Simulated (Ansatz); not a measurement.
**CH₅OSi (SMILES C[SiH+]O) (charge +1): density, localisation and related maps**

Input file:

```
crystal:
  periodic: [false, false, false]
  atoms:
    - { symbol: C, position_ang: [-0.77477, 0.85481, 0.00353] }
    - { symbol: Si, position_ang: [0.71808, -0.21606, -0.32911] }
    - { symbol: O, position_ang: [0.94137, -1.6181, 0.33781] }
    - { symbol: H, position_ang: [-0.53596, 1.91946, -0.02754] }
    - { symbol: H, position_ang: [-1.20961, 0.64254, 0.9859] }
    - { symbol: H, position_ang: [-1.55953, 0.69473, -0.73936] }
    - { symbol: H, position_ang: [1.86623, -0.03009, -1.1807] }
    - { symbol: H, position_ang: [0.55419, -2.24729, 0.94948] }
total_charge: 1
basis:
  gaussian: { orbitals: def2-SVP }
hamiltonian:
  xc: hf
relax:
  f_tol: 0.015
  max_steps: 40
output:
  orbitals: {}
```

Launched as:

```sh
ansatz run input.yaml --threads 1 --pin off --max-ram 2048MiB --backend cpu --events-out ev --progress --plain --runs-dir out
```

The fields are those of the relaxed geometry.

Computed with RHF/def2-SVP (Ansatz).

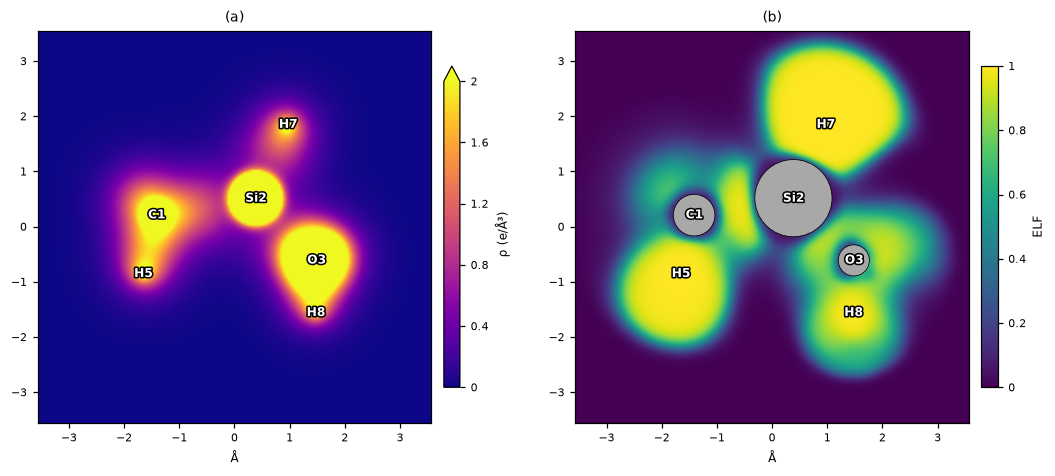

Figure 1. (a) electron density; (b) ELF on the plane of atoms Si2, O3 and H8. Grey discs cover the atomic cores in the ELF map.

**Describe what can be read from this map.**

The plane passes through C, Si, O and H nuclei.
Si–O (1.57 Å): ρ is about 1.3 e/Å³ halfway; the ELF peaks at about 0.85 between the atoms; a polar covalent bond.
C–Si (1.83 Å): the density is about 1.1 e/Å³ at the midpoint; the ELF peaks at about 0.95 between the atoms; localised, covalent bonding.
O–H (0.95 Å): ρ at the midpoint is about 3.8 e/Å³; the ELF climbs to about 1 towards the hydrogen, as it does in any bond to H (a covalent bond by its length).
C–H (1.09 Å): ρ at the midpoint is about 2 e/Å³; the ELF climbs to about 1 towards the hydrogen; an ordinary covalent bond to hydrogen.
Si–H (1.45 Å): the density is about 0.88 e/Å³ at the midpoint; the ELF climbs to about 1 towards the hydrogen.
The ELF also peaks beside O3, away from the bonds: lone-pair regions.

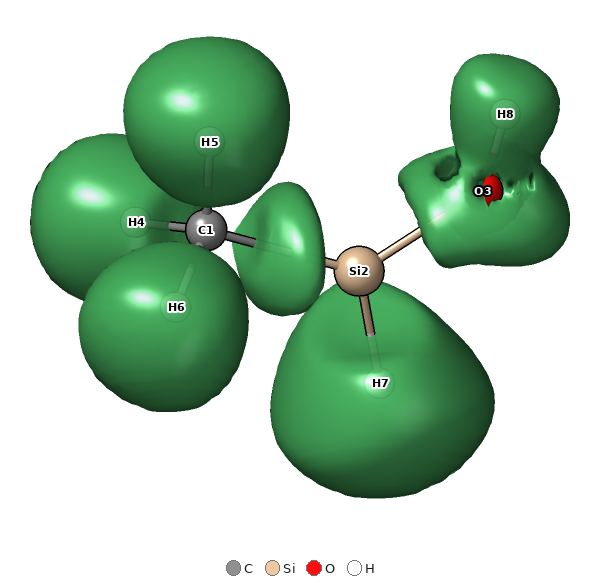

Figure 2. Isosurface of the ELF at 0.8 (green), seen at a tilt. Only the valence region is drawn (cores and ρ < 0.01 e/Å³ removed).

**Describe the localisation domains.**

The surface consists of one region between bonded C–Si atoms (shared pairs), four regions around hydrogen nuclei and one joined region spread over several atoms (H, O), in which their bonds and any lone pairs are merged.

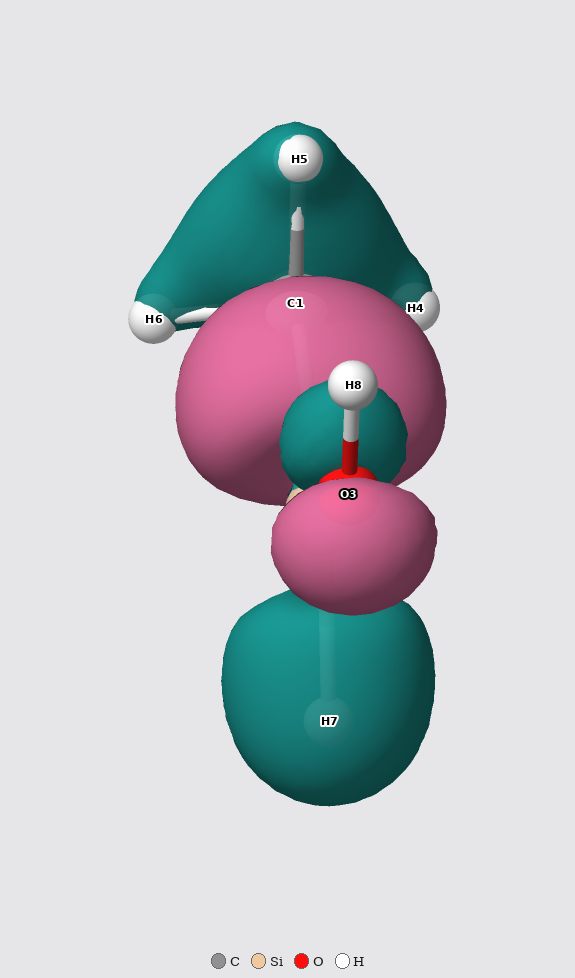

Figure 3. The HOMO at ±0.2 Å⁻³ᐟ² (teal and pink are the two phases), seen at an oblique angle.

**Describe this orbital and give its energy.**

It lies mainly on C1 (about 35 %), Si2 (about 25 %), H7 (about 15 %) and O3 (about 15 %). Its energy is −19.06 eV.

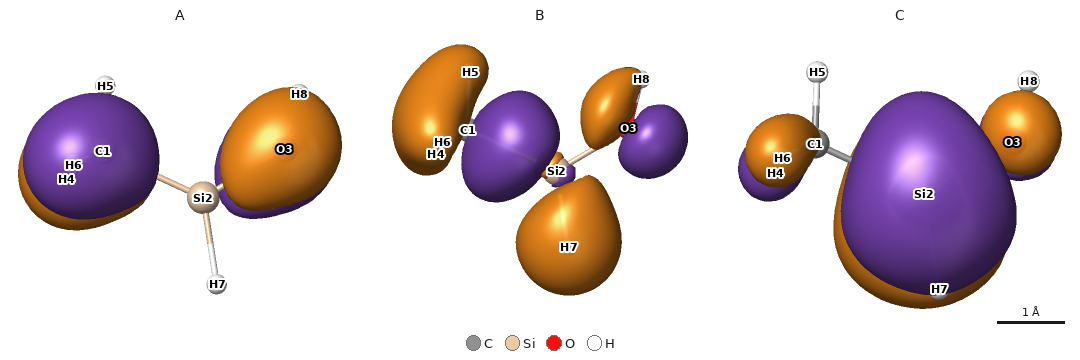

Figure 4. Three frontier orbitals at ±0.1 Å⁻³ᐟ² (orange and purple are the two phases), in no order.

**Which picture is the HOMO−1, the HOMO and the LUMO?**

A is the HOMO−1 (−20.92 eV). It lies mainly on O3 (about 35 %), C1 (about 25 %), H4 (about 10 %) and H6 (about 10 %). B is the HOMO (−19.06 eV). Its weight (Hirshfeld) is mainly on C1 (about 35 %), Si2 (about 25 %), H7 (about 15 %) and O3 (about 15 %). C is the LUMO (−4.31 eV). Its weight (Hirshfeld) is mainly on Si2 (about 70 %), O3 (about 10 %) and C1 (about 5 %).

**What is the HOMO–LUMO gap?**

14.75 eV between the orbital energies.
